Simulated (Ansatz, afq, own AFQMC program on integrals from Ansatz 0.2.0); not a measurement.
**BSiH2 (quartet): AFQMC on the coupled-cluster ladder at distance Si1–B2 = 5.275 Å, cc-pVDZ**

Aim: compute BSiH2 (quartet) with auxiliary-field quantum Monte Carlo on the same integrals as coupled cluster, and set the energies side by side.

Method: cc-pVDZ, frozen cores; program: Ansatz 0.2.0, Gaussian basis, and an in-house AFQMC program (afq) on its integrals; all values are calculated.

To be run: PBE (unrestricted); r2SCAN (unrestricted); PBE0 (unrestricted); B3LYP (unrestricted); wB97M-V (unrestricted); B2PLYP (unrestricted); CCSD(T) on UHF; CCSDT(Q) on UHF; Phaseless AFQMC, CISD trial on UHF.

1 further run of the same task is left out (it didn't finish).

## (1) What is computed

The geometry derives from a PBE0/def2-TZVP stationary point (not a proven minimum). One bond is set to the value named and the two fragments are kept rigid.

4 atoms, charge 0, spin multiplicity 4.

Atoms are counted from 1 here; the program's logs count them from 0.

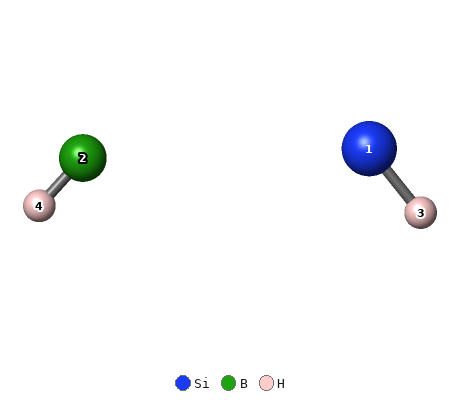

The structure; silicon blue, boron green, hydrogen pink; atoms are numbered from 1 in the order of the file.

Geometry (Å):

```xyz
4
charge 0, multiplicity 4
Si    0.0000   -0.4985    2.6227
B     0.0000   -0.5355   -2.6521
H     0.0000    0.7197    3.5183
H     0.0000    0.3143   -3.4889
```

## (2) PBE (unrestricted)

in.yaml reads:

```yaml
crystal:
  periodic: [false, false, false]
  atoms:
    - {symbol: Si, position_ang: [0.000000, -0.498451, 2.622747]}
    - {symbol: B, position_ang: [0.000000, -0.535504, -2.652123]}
    - {symbol: H, position_ang: [0.000000, 0.719681, 3.518301]}
    - {symbol: H, position_ang: [0.000000, 0.314275, -3.488925]}
basis:
  gaussian: {orbitals: cc-pVDZ}
magnetization: {spin_polarized: true, initial_magnetization: 3}
hamiltonian: {xc: {name: PBE}}
output: {orbitals: {seedname: orbitals}}
```

Run with:

```sh
$ ansatz run in.yaml --threads 1 --pin off --events-out ev --progress --plain --max-ram 1382MiB
```

The program printed:

```text
Functional definition: PBE
  name "PBE"
  cite "Perdew, Burke & Ernzerhof, Phys. Rev. Lett. 77, 3865 (1996) doi:10.1103/PhysRevLett.77.3865"
  parent pbe
  parameter kappa = 0.804
  parameter beta = 0.06672455060314922
  exchange = pbe_x(kappa = kappa, mu = beta*pi^2/3)
  correlation = pbe_c(beta = beta)
508 factors; their error is unknown
mean field evaluation 1: about -8564.9203 eV, gradient 1.8e1 eV
mean field evaluation 2: about -8483.9100 eV, gradient 4.5e1 eV
mean field evaluation 4: about -8565.2612 eV, gradient 1.4e1 eV
mean field evaluation 8: about -8567.0922 eV, gradient 1.2e1 eV
mean field evaluation 16: about -8572.2694 eV, gradient 1.1e0 eV
mean field evaluation 32: about -8565.8926 eV, gradient 1.3e1 eV
mean field evaluation 64: about -8572.3441 eV, gradient 2.2e-6 eV
mean field evaluation 96: about -8572.3263 eV, gradient 3.0e-1 eV
mean field evaluation 128: about -8572.3497 eV, gradient 4.3e-2 eV
mean field evaluation 160: about -8572.3515 eV, gradient 1.3e-1 eV
mean field -8572.35224823 eV, -315.0281345733 hartree, gradient 9.2e-6 eV, S^2 3.754870; 8 other end points of the search recorded, 0 dependent functions left out
reference -8572.35228859 eV, -315.0281360567 hartree; 12, 9 occupied and 30, 33 virtual orbitals, 508 factors
Total energy: -8572.35228859 eV, -315.0281360567 hartree
```

It took 12 s on 1 thread of Arm Neoverse V1, shared host.

From the report: ⟨S²⟩ of the determinant 3.755 (pure quartet: 3.75).

## (3) r2SCAN (unrestricted)

Edit in.yaml of step 2 so:

```diff
@@ -10,3 +10,2 @@
 magnetization: {spin_polarized: true, initial_magnetization: 3}
-hamiltonian: {xc: {name: PBE}}
-output: {orbitals: {seedname: orbitals}}
+hamiltonian: {xc: {name: r2SCAN}}
```

The command is unchanged.

The program printed (excerpt; [...] marks lines left out):

```text
Functional definition: r2SCAN
  name "r2SCAN"
  cite "Furness, Kaplan, Ning, Perdew & Sun, J. Phys. Chem. Lett. 11, 8208 (2020) doi:10.1021/acs.jpclett.0c02405"
  cite "Furness, Kaplan, Ning, Perdew & Sun, J. Phys. Chem. Lett. 11, 9248 (2020) doi:10.1021/acs.jpclett.0c03077"
  parent r2scan
[...]
508 factors; their error is unknown
[...]
mean field -8576.59541236 eV, -315.1840679792 hartree, gradient 3.4e-6 eV, S^2 3.759872; 14 other end points of the search recorded, 0 dependent functions left out
reference -8576.59542583 eV, -315.1840684740 hartree; 12, 9 occupied and 30, 33 virtual orbitals, 508 factors
Total energy: -8576.59542583 eV, -315.1840684740 hartree
```

It took 29 s on 1 thread of Arm Neoverse V1, shared host.

From the report: ⟨S²⟩ of the determinant 3.760 (pure quartet: 3.75).

## (4) PBE0 (unrestricted)

Edit in.yaml of step 3 so:

```diff
@@ -10,2 +10,3 @@
 magnetization: {spin_polarized: true, initial_magnetization: 3}
-hamiltonian: {xc: {name: r2SCAN}}
+hamiltonian: {xc: {name: PBE0}}
+output: {orbitals: {seedname: orbitals}}
```

The command is unchanged.

The program printed (excerpt; [...] marks lines left out):

```text
Functional definition: PBE0
  name "PBE0"
  cite "Adamo & Barone, J. Chem. Phys. 110, 6158 (1999) doi:10.1063/1.478522"
  cite "Perdew, Burke & Ernzerhof, Phys. Rev. Lett. 77, 3865 (1996) doi:10.1103/PhysRevLett.77.3865"
  parent pbe
[...]
406 factors; integrals over basis functions are off by at most 1.1e-3 eV
[...]
mean field -8573.43278141 eV, -315.0678434355 hartree, gradient 5.7e-6 eV, S^2 3.756668; 4 other end points of the search recorded, 0 dependent functions left out
reference -8573.43281182 eV, -315.0678445531 hartree; 12, 9 occupied and 30, 33 virtual orbitals, 406 factors
Total energy: -8573.43281182 eV, -315.0678445531 hartree
```

It took 2.5 s on 1 thread of Arm Neoverse V1, shared host.

From the report: ⟨S²⟩ of the determinant 3.757 (pure quartet: 3.75).

## (5) B3LYP (unrestricted)

Edit in.yaml of step 4 so:

```diff
@@ -10,3 +10,2 @@
 magnetization: {spin_polarized: true, initial_magnetization: 3}
-hamiltonian: {xc: {name: PBE0}}
-output: {orbitals: {seedname: orbitals}}
+hamiltonian: {xc: {name: B3LYP}}
```

Launched as before.

The program printed (excerpt; [...] marks lines left out):

```text
Functional definition: B3LYP
  name "B3LYP"
  cite "Stephens, Devlin, Chabalowski & Frisch, J. Phys. Chem. 98, 11623 (1994) doi:10.1021/j100096a001"
  cite "Becke, Phys. Rev. A 38, 3098 (1988) doi:10.1103/PhysRevA.38.3098"
  cite "Lee, Yang & Parr, Phys. Rev. B 37, 785 (1988) doi:10.1103/PhysRevB.37.785"
  cite "Vosko, Wilk & Nusair, Can. J. Phys. 58, 1200 (1980) doi:10.1139/p80-159"
[...]
406 factors; integrals over basis functions are off by at most 1.1e-3 eV
[...]
mean field -8578.58313912 eV, -315.2571155902 hartree, gradient 2.7e-6 eV, S^2 3.755076; 8 other end points of the search recorded, 0 dependent functions left out
reference -8578.58339671 eV, -315.2571250563 hartree; 12, 9 occupied and 30, 33 virtual orbitals, 406 factors
Total energy: -8578.58339671 eV, -315.2571250563 hartree
```

Run time: 4.9 s. Hardware: 1 thread of Arm Neoverse V1, shared host.

From the report: ⟨S²⟩ of the determinant 3.755 (pure quartet: 3.75).

## (6) wB97M-V (unrestricted)

Edit in.yaml of step 5 so:

```diff
@@ -10,2 +10,3 @@
 magnetization: {spin_polarized: true, initial_magnetization: 3}
-hamiltonian: {xc: {name: B3LYP}}
+hamiltonian: {xc: {name: wB97M-V}}
+output: {orbitals: {seedname: orbitals}}
```

Same command.

The program printed (excerpt; [...] marks lines left out):

```text
Functional definition: wB97M-V
  name "wB97M-V"
  cite "Mardirossian & Head-Gordon, J. Chem. Phys. 144, 214110 (2016) doi:10.1063/1.4952647"
  cite "Becke, J. Chem. Phys. 107, 8554 (1997) doi:10.1063/1.475007"
  cite "Vydrov & Van Voorhis, J. Chem. Phys. 133, 244103 (2010) doi:10.1063/1.3521275"
  # Of w^i u^j: cxij and so on, Table III.
[...]
  gx(w, u) = 1 - cx + cx01*u + cx10*w
  gss(w, u) = css00 + css04*u^4 + css10*w + css20*w^2 + css43*w^4*u^3
  gos(w, u) = cos00 + cos10*w + (cos20 + cos21*u)*w^2 + (cos60 + cos61*u)*w^6
[...]
      + integral(e_c_pw_mod_opposite_spin*gos(b97_w_opposite, b97_u_opposite)) + vv10(b, c)
406 factors; integrals over basis functions are off by at most 1.1e-3 eV
149 factors; integrals over basis functions are off by at most 1.5e-5 eV
[...]
mean field -8576.54734487 eV, -315.1823015313 hartree, gradient 4.0e-6 eV, S^2 3.751771; 2 other end points of the search recorded, 0 dependent functions left out
reference -8576.54738679 eV, -315.1823030717 hartree; 12, 9 occupied and 30, 33 virtual orbitals, 406 factors
Total energy: -8576.54738679 eV, -315.1823030717 hartree
```

Wall time 10 s (1 thread of Arm Neoverse V1, shared host).

From the report: ⟨S²⟩ of the determinant 3.752 (pure quartet: 3.75).

## (7) B2PLYP (unrestricted)

Edit in.yaml of step 6 so:

```diff
@@ -10,3 +10,3 @@
 magnetization: {spin_polarized: true, initial_magnetization: 3}
-hamiltonian: {xc: {name: wB97M-V}}
-output: {orbitals: {seedname: orbitals}}
+hamiltonian: {xc: {name: B2PLYP}}
+correlation: {electrons: outside_noble_gas}
```

The command is unchanged.

The program printed (excerpt; [...] marks lines left out):

```text
Functional definition: B2PLYP
  name "B2PLYP"
  cite "Grimme, J. Chem. Phys. 124, 034108 (2006) doi:10.1063/1.2148954"
  cite "Becke, Phys. Rev. A 38, 3098 (1988) doi:10.1103/PhysRevA.38.3098"
  cite "Lee, Yang & Parr, Phys. Rev. B 37, 785 (1988) doi:10.1103/PhysRevB.37.785"
[...]
406 factors; integrals over basis functions are off by at most 1.1e-3 eV
[...]
mean field -8572.57283516 eV, -315.0362409935 hartree, gradient 1.7e-9 eV, S^2 3.758797; 6 other end points of the search recorded, 0 dependent functions left out
6 core orbitals not correlated: weight in the atoms' cores, before any rotation towards them, 1.000 or more for the frozen orbitals, at most 0.000 for the correlated occupied ones
reference -8572.57299891 eV, -315.0362470112 hartree; 6, 3 occupied and 30, 33 virtual orbitals, 406 factors
second order -3.65660979 eV of doubles, -0.00000000 eV of singles
Total energy: -8573.56028355 eV, -315.0725290527 hartree
```

It took 4.8 s on 1 thread of Arm Neoverse V1, shared host.

From the report: ⟨S²⟩ of the determinant 3.759 (pure quartet: 3.75).

## (8) CCSD(T) on UHF

Edit in.yaml of step 7 so:

```diff
@@ -10,3 +10,2 @@
 magnetization: {spin_polarized: true, initial_magnetization: 3}
-hamiltonian: {xc: {name: B2PLYP}}
-correlation: {electrons: outside_noble_gas}
+correlation: {method: ccsd_t, electrons: outside_noble_gas, hamiltonian_folder: ham}
```

Same command.

The program printed (excerpt; [...] marks lines left out):

```text
Functional definition: HF
  name "HF"
  cite "Fock, Z. Phys. 61, 126 (1930) doi:10.1007/BF01340294"
  parent pbe
[...]
406 factors; integrals over basis functions are off by at most 1.1e-3 eV
[...]
mean field -8559.10036476 eV, -314.5411368385 hartree, gradient 3.4e-7 eV, S^2 3.768405; 34 other end points of the search recorded, 0 dependent functions left out
determinant -8559.10036476 eV, -314.5411368385 hartree, with singles and doubles -8563.01291308 eV, -314.6849203370 hartree
determinant -8559.09807954 eV, -314.5410528579 hartree, with singles and doubles -8563.01053866 eV, -314.6848330788 hartree
determinant -8559.08722688 eV, -314.5406540301 hartree, with singles and doubles -8563.00017931 eV, -314.6844523798 hartree
determinant -8559.08569085 eV, -314.5405975822 hartree, with singles and doubles -8562.99917679 eV, -314.6844155378 hartree
[...]
determinant -8559.08722688 eV, -314.5406540301 hartree, with singles and doubles -8563.00155030 eV, -314.6845027624 hartree
determinant -8559.08569085 eV, -314.5405975822 hartree, with singles and doubles -8562.99997534 eV, -314.6844448840 hartree
determinant -8558.67386488 eV, -314.5254632569 hartree, with singles and doubles -8562.70692275 eV, -314.6736753997 hartree
determinant -8558.50122124 eV, -314.5191187200 hartree, with singles and doubles -8562.71085493 eV, -314.6738199048 hartree
6 core orbitals not correlated: weight in the atoms' cores, before any rotation towards them, 1.000 or more for the frozen orbitals, at most 0.000 for the correlated occupied ones
reference -8559.10036476 eV, -314.5411368385 hartree; 6, 3 occupied and 30, 33 virtual orbitals, 406 factors
second order -2.85806128 eV of doubles, -0.00000000 eV of singles
cycle   1  -3.91329941 eV  change   -1.4e-6 eV  update   6.1e-6
perturbative correction -0.06752108 eV, -0.0024813539 hartree
Total energy: -8563.08118525 eV, -314.6874292931 hartree
```

Run time: 11 s. Hardware: 1 thread of Arm Neoverse V1, shared host.

From the report: ⟨S²⟩ of the determinant 3.768 (pure quartet: 3.75); correlation -3.9808 eV; T1 0.017; largest double amplitude 0.08.

This run also writes the integrals to the folder ham.

## (9) CCSDT(Q) on UHF

Edit in.yaml of step 8 so:

```diff
@@ -10,2 +10,2 @@
 magnetization: {spin_polarized: true, initial_magnetization: 3}
-correlation: {method: ccsd_t, electrons: outside_noble_gas, hamiltonian_folder: ham}
+correlation: {method: ccsdt_q, electrons: outside_noble_gas}
```

Launched as before.

The program printed (excerpt; [...] marks lines left out):

```text
Functional definition: HF
  name "HF"
  cite "Fock, Z. Phys. 61, 126 (1930) doi:10.1007/BF01340294"
  parent pbe
[...]
734 factors; integrals over basis functions are off by at most 1.7e-7 eV
[...]
mean field -8559.10039694 eV, -314.5411380210 hartree, gradient 3.5e-7 eV, S^2 3.768399; 34 other end points of the search recorded, 0 dependent functions left out
determinant -8559.10039694 eV, -314.5411380210 hartree, with singles and doubles -8563.01295513 eV, -314.6849218822 hartree
determinant -8559.09811600 eV, -314.5410541980 hartree, with singles and doubles -8563.01058455 eV, -314.6848347653 hartree
determinant -8559.08725329 eV, -314.5406550009 hartree, with singles and doubles -8563.00021794 eV, -314.6844537993 hartree
determinant -8559.08574026 eV, -314.5405993979 hartree, with singles and doubles -8562.99923509 eV, -314.6844176801 hartree
[...]
determinant -8559.08574026 eV, -314.5405993979 hartree, with singles and doubles -8563.00003312 eV, -314.6844470072 hartree
determinant -8558.67391167 eV, -314.5254649762 hartree, with singles and doubles -8562.70694500 eV, -314.6736762175 hartree
determinant -8558.50125420 eV, -314.5191199314 hartree, with singles and doubles -8562.71087654 eV, -314.6738206988 hartree
6 core orbitals not correlated: weight in the atoms' cores, before any rotation towards them, 1.000 or more for the frozen orbitals, at most 0.000 for the correlated occupied ones
reference -8559.10039694 eV, -314.5411380210 hartree; 6, 3 occupied and 30, 33 virtual orbitals, 734 factors
second order -2.85809164 eV of doubles, -0.00000000 eV of singles
cycle   1  -3.56112847 eV  change   -7.0e-1 eV  update   7.6e-2
[...]
cycle  25  -4.00489283 eV  change    7.6e-8 eV  update   5.1e-7
perturbative correction -0.00161220 eV, -0.0000592473 hartree
Total energy: -8563.10690197 eV, -314.6883743651 hartree
```

Wall time 57 s (1 thread of Arm Neoverse V1, shared host); peak memory 0.33 GiB.

From the report: ⟨S²⟩ of the determinant 3.768 (pure quartet: 3.75); correlation -4.0065 eV; T1 0.017; largest double amplitude 0.09.

## (10) Phaseless AFQMC, CISD trial on UHF

It reads the integrals that the CCSD(T) run on this determinant wrote.

Run with:

```sh
$ afq ham --method phaseless --trial cisd --walkers 60 --populations 1 --least-time 40 --time-step 0.005 --steps-per-block 50 --equilibration-blocks 40 --max-blocks 300 --target-error 0.00072 --factor-cut 1e-05 --start spin_pure --seed 2024 --release-times 0.24,0.51,0.99,1.62,2.4 --release-step 0.03 --release-every 4 --taylor-order 6
```

The program printed:

```text
orbitals 36  electrons 6 3  factors 235 of 406
reference energy -314.54113684 Eh
CCSD correlation -0.14381109 Eh in 17 cycles, weight of the determinant in the CISD state 0.8915
energy of the start -314.684626 Eh
 block  time / (1/Eh)  mean weight  energy / Eh
     1     0.250  1.0016  -314.683136
     2     0.500  0.9990  -314.683356
     3     0.750  1.0006  -314.683842
     4     1.000  0.9995  -314.683957
     5     1.250  0.9995  -314.685172
     6     1.500  1.0014  -314.686081
     7     1.750  1.0001  -314.687976
     8     2.000  0.9981  -314.687424
     9     2.250  1.0000  -314.687049
    10     2.500  1.0025  -314.686433
    11     2.750  0.9992  -314.687041
    16     4.000  0.9985  -314.690342
    21     5.250  1.0011  -314.687701
    26     6.500  0.9999  -314.687245
    31     7.750  0.9992  -314.687152
    36     9.000  0.9988  -314.687686
    41    10.250  1.0003  -314.686873
    46    11.500  1.0006  -314.688540
    51    12.750  1.0006  -314.687668
    56    14.000  1.0002  -314.689549
    61    15.250  0.9992  -314.691255
    66    16.500  1.0005  -314.685440
    71    17.750  0.9992  -314.686178
    76    19.000  1.0014  -314.690315
    81    20.250  0.9997  -314.687018
    86    21.500  0.9992  -314.689407
    91    22.750  1.0006  -314.689824
    96    24.000  0.9995  -314.691849
   101    25.250  0.9972  -314.689013
   106    26.500  0.9982  -314.687392
   111    27.750  0.9997  -314.688438
   116    29.000  1.0028  -314.687767
   121    30.250  0.9982  -314.689516
   126    31.500  1.0025  -314.687630
   131    32.750  1.0007  -314.685688
   136    34.000  0.9997  -314.685610
   141    35.250  1.0018  -314.688304
   146    36.500  0.9986  -314.687585
   151    37.750  0.9991  -314.689235
   156    39.000  0.9989  -314.686519
   161    40.250  1.0009  -314.690949
   166    41.500  1.0001  -314.686489
   171    42.750  0.9979  -314.689823
   176    44.000  0.9994  -314.686428
   181    45.250  1.0009  -314.688311
   186    46.500  1.0007  -314.688392
   191    47.750  0.9990  -314.691472
   196    49.000  1.0018  -314.688786
blocks merged  error / Eh  count
     1  0.000138  160
     2  0.000165  80
     4  0.000196  40
     8  0.000222  20
    16  0.000221  10
released: time / (1/Eh)  energy / Eh  error  mean overlap
  0.24  -314.688134  0.000320  1.0056
  0.51  -314.688227  0.000263  0.9966
  0.99  -314.688118  0.000176  1.0188
  1.62  -314.688600  0.000239  1.0213
  2.40  -314.688347  0.000316  1.0251
energy -314.687868 +/- 0.000222 Eh
```

Run time: 3.3 min. Hardware: 1 thread of Arm Neoverse V1, shared host.

Energy -8563.0931 ± 0.0060 eV. Caveats: constraint bias not in the error.

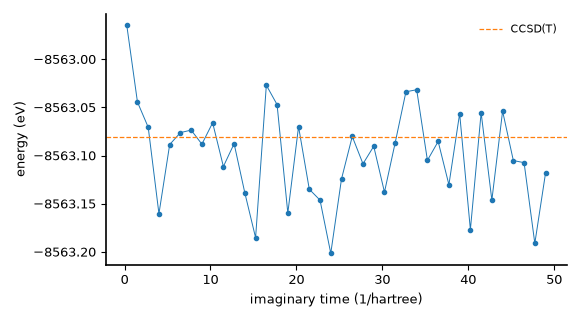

Block energies along the walk.

## (11) AFQMC on the ladder

On the UHF determinant, counted from CCSDT(Q) (a yardstick, not exact):

```
                                              level  energy (eV)  from CCSDT(Q) (meV)  statistical error (meV)     time
                                                 HF   -8559.1004              +4006.5                                  
                                                MP2   -8561.9584              +1148.5                                  
                                               CCSD   -8563.0137                +93.2                                  
                                            CCSD(T)   -8563.0812                +25.7                                  
                                           CCSDT(Q)   -8563.1069                  0.0                                  
Phaseless AFQMC, CISD trial, step 0.005, 60 walkers   -8563.0931                +13.8                      6.0  3.3 min
```

The functionals' totals stand on their own zeros and serve differences with other points: PBE -8572.352 eV; r2SCAN -8576.595 eV; PBE0 -8573.433 eV; B3LYP -8578.583 eV; wB97M-V -8576.547 eV; B2PLYP -8573.560 eV.

## (12) Summary of results

```
                                        quantity            value
                    CCSD(T) on UHF from CCSDT(Q)        +25.7 meV
Phaseless AFQMC, CISD trial on UHF from CCSDT(Q)  +13.8 ± 6.0 meV
```

On UHF the phaseless walk with the CISD trial lies +13.8 meV from CCSDT(Q), within three error bars. Error bars are statistical and leave out the constraint, the time step and what remains of the start.
